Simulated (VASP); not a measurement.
Band structure of BeS (zinc blende). All values below come from RPBE GGA, VASP's PBE PAW potentials (set 64) (plane waves; VASP 6.6.1).

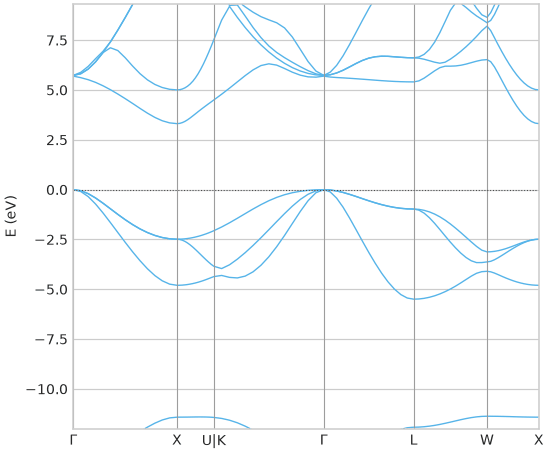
Figure. Bands along high-symmetry lines, zero at the valence-band maximum or, without a gap, the Fermi level

Q: Read the plot: is there a gap, and where are the band edges?

A: The gap is indirect, 3.31 eV, from the valence maximum at Γ to the conduction minimum at X. (Edges off the drawn lines would not show.)

The compound is BeS in the zinc blende structure. It was relaxed first.
